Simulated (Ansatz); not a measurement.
# Two runs on B3H3F2

System: B3H3F2, SMILES BB(F)BF.
Method of the first run: RKS PBE0-D4/def2-SVP (Ansatz 0.2.0).

Text and figures count atoms from 1; the logs count them from 0 in places.

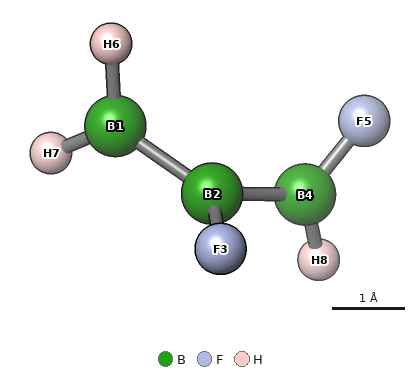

**Figure 1.** The input geometry (ball-and-stick view, seen at a tilt; atoms are numbered from 1 in the order of the input).

**Input file, the first run**
```yaml
crystal:
  periodic: [false, false, false]
  atoms:
    - { symbol: B, position_ang: [-0.175815, 1.360375, 0.568241] }
    - { symbol: B, position_ang: [0.589157, -0.116209, 0.318128] }
    - { symbol: F, position_ang: [1.739868, -0.459174, 0.911388] }
    - { symbol: B, position_ang: [-0.154806, -1.277476, -0.72776] }
    - { symbol: F, position_ang: [-0.125721, -1.120796, -2.043909] }
    - { symbol: H, position_ang: [0.051385, 2.310164, -0.14872] }
    - { symbol: H, position_ang: [-1.063966, 1.501224, 1.379454] }
    - { symbol: H, position_ang: [-0.762349, -2.251247, -0.320981] }
basis:
  gaussian: { orbitals: def2-SVP }
hamiltonian:
  xc: pbe0
  dispersion: d4
output:
  forces: true
```

Launched with:
```bash
ansatz run input.yaml --threads 1 --pin off --max-ram 2560MiB --backend cpu --events-out ev --progress --plain --runs-dir out
```

Hardware: 1 thread of Intel Xeon @ 2.50GHz (Skylake/Cascade Lake), 189 GiB of memory available, shared host.

**Output (the first run)**
```
Engine: ansatz 0.2.0, x86_64-unknown-linux-gnu
Functional definition: PBE0
  parameter a = 0.25
  parameter kappa = 0.804
  parameter beta = 0.06672455060314922
  exchange = (1 - a)*pbe_x(kappa = kappa, mu = beta*pi^2/3) + a*exact_x
  correlation = pbe_c(beta = beta)
840 factors; integrals over basis functions are off by at most 8.7e-4 eV
mean field evaluation 1: about -7496.4512 eV, gradient 2.9e1 eV
mean field evaluation 2: about -7496.0492 eV, gradient 3.7e1 eV
mean field evaluation 4: about -7498.0084 eV, gradient 6.7e-1 eV
mean field evaluation 8: about -7498.1759 eV, gradient 6.7e-2 eV
mean field evaluation 16: about -7498.1759 eV, gradient 2.0e-5 eV
mean field -7498.17593898 eV, -275.5528833114 hartree, gradient 4.9e-6 eV, S^2 0.000000; 0 other end points of the search recorded, 0 dependent functions left out
the calculation of the forces begins
reference -7498.17596504 eV, -275.5528842692 hartree; 18, 18 occupied and 67, 67 virtual orbitals, 840 factors
Total energy: -7498.27054421 eV, -275.5563599892 hartree
Atom 0 at    -0.175815     1.360375     0.568241 Å, force     0.000141     0.001279    -0.001634 eV/Å
Atom 1 at     0.589157    -0.116209     0.318128 Å, force     0.000126     0.000440     0.001346 eV/Å
Atom 2 at     1.739868    -0.459174     0.911388 Å, force     0.001339    -0.000300    -0.000800 eV/Å
Atom 3 at    -0.154806    -1.277476    -0.727760 Å, force    -0.001836    -0.002229     0.000660 eV/Å
Atom 4 at    -0.125721    -1.120796    -2.043909 Å, force     0.000856     0.000666     0.000367 eV/Å
Atom 5 at     0.051385     2.310164    -0.148720 Å, force    -0.000071    -0.000344     0.000639 eV/Å
Atom 6 at    -1.063966     1.501224     1.379454 Å, force    -0.000681    -0.000316     0.000186 eV/Å
Atom 7 at    -0.762349    -2.251247    -0.320981 Å, force     0.000127     0.000804    -0.000765 eV/Å
Dipole moment:    -0.111567     0.054836     0.071888 e Å
```

The input of the second run differs as follows (lines with − go, lines with + come):
```diff
-    - { symbol: F, position_ang: [1.739868, -0.459174, 0.911388] }
-    - { symbol: B, position_ang: [-0.154806, -1.277476, -0.72776] }
-    - { symbol: F, position_ang: [-0.125721, -1.120796, -2.043909] }
-    - { symbol: H, position_ang: [0.051385, 2.310164, -0.14872] }
+    - { symbol: F, position_ang: [1.096533, -0.85993, 1.309676] }
+    - { symbol: B, position_ang: [0.701816, -0.737891, -1.293306] }
+    - { symbol: F, position_ang: [1.565531, -0.225181, -2.15862] }
+    - { symbol: H, position_ang: [0.264595, 2.079076, -0.301966] }
-    - { symbol: H, position_ang: [-0.762349, -2.251247, -0.320981] }
+    - { symbol: H, position_ang: [-0.013712, -1.626654, -1.718663] }
```

Predict how the results change.

With the same method and basis, the second run lies 8.1 kcal/mol higher. The largest force goes from 0.003 to 1.022 eV/Å.

**Output (the second run)**
```
Engine: ansatz 0.2.0, x86_64-unknown-linux-gnu
Functional definition: PBE0
  parameter a = 0.25
  parameter kappa = 0.804
  parameter beta = 0.06672455060314922
  exchange = (1 - a)*pbe_x(kappa = kappa, mu = beta*pi^2/3) + a*exact_x
  correlation = pbe_c(beta = beta)
840 factors; integrals over basis functions are off by at most 1.0e-3 eV
mean field evaluation 1: about -7496.0931 eV, gradient 2.9e1 eV
mean field evaluation 2: about -7495.7425 eV, gradient 3.6e1 eV
mean field evaluation 4: about -7497.6567 eV, gradient 6.5e-1 eV
mean field evaluation 8: about -7497.8247 eV, gradient 1.3e-1 eV
mean field evaluation 16: about -7497.8247 eV, gradient 1.7e-5 eV
mean field -7497.82474616 eV, -275.5399772134 hartree, gradient 1.7e-5 eV, S^2 0.000000; 0 other end points of the search recorded, 0 dependent functions left out
the calculation of the forces begins
reference -7497.82477228 eV, -275.5399781732 hartree; 18, 18 occupied and 67, 67 virtual orbitals, 840 factors
Total energy: -7497.92043570 eV, -275.5434937391 hartree
Atom 0 at    -0.175815     1.360375     0.568241 Å, force     0.221484    -0.551648    -0.233268 eV/Å
Atom 1 at     0.589157    -0.116209     0.318128 Å, force     0.095056    -0.679450     0.111494 eV/Å
Atom 2 at     1.096533    -0.859930     1.309676 Å, force     0.212648     0.067556    -0.021312 eV/Å
Atom 3 at     0.701816    -0.737891    -1.293306 Å, force    -0.184628    -0.205753     0.095293 eV/Å
Atom 4 at     1.565531    -0.225181    -2.158620 Å, force     0.035232     0.049248     0.028703 eV/Å
Atom 5 at     0.264595     2.079076    -0.301966 Å, force    -0.365751     0.853575     0.425940 eV/Å
Atom 6 at    -1.063966     1.501224     1.379454 Å, force    -0.019460     0.462431    -0.341053 eV/Å
Atom 7 at    -0.013712    -1.626654    -1.718663 Å, force     0.005418     0.004041    -0.065796 eV/Å
Dipole moment:    -0.117667     0.080731     0.030962 e Å
```

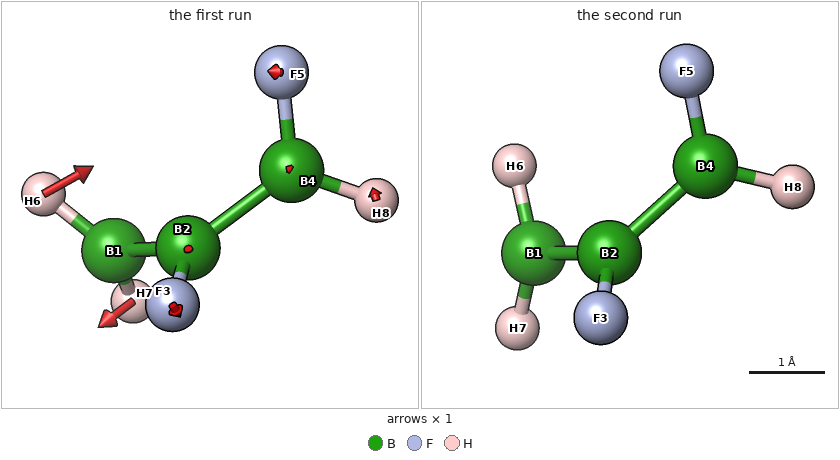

**Figure 2.** The two input geometries at one scale (ball-and-stick view, seen at a tilt). The red arrows on the first give the shifts of the atoms after the best rigid fit, at true length. H6 moves most after the best rigid fit: 0.79 Å. Largest moves by element: H 0.79 Å, F 0.25 Å, B 0.10 Å.

**The two runs side by side**

| quantity | the first run | the second run |
| --- | --- | --- |
| outcome | converged | converged |
| total energy (hartree) | −275.556360 | −275.543494 |
| largest force (eV/Å) | 0.003 | 1.022 |
| basis functions | 85 | 85 |
| wall time (shared host) | 5.6 s | 5.5 s |
